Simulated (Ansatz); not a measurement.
**Pressure series in MoTe2**

The parent structure is MoTe2 (space group P6_3/mmc, No. 194; a = 3.434 Å, c = 13.329 Å; layered, stacked along the Cartesian z axis).

Cell and atoms are relaxed at each pressure.

The values are results of PBEsol-D3(BJ) (Ansatz, a first-principles code; PAW; 420 eV plane waves; no SOC), not measurements.

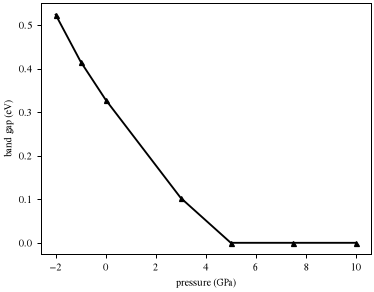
Figure: Band gap against pressure

From the plot, what is the band gap for pressure −1 GPa?

About 0.42 eV.

Is the trend monotonic over the range shown?

Yes, it falls throughout, spanning zero to 0.52 eV.

The mesh was chosen for an insulator and is coarse for the gapless case. Spin-orbit coupling, missing from the scalar runs, can matter with Te. Load acts through the strain it causes; cell and atoms are relaxed under it. Stability against distortions was not tested. No other phases were tried under pressure. The final runs are not spin-polarised. The zero or small gap of MoTe2 under pressure 3 GPa, MoTe2 under pressure 5 GPa, MoTe2 under pressure 7.5 GPa and MoTe2 under pressure 10 GPa can change with the level of theory.
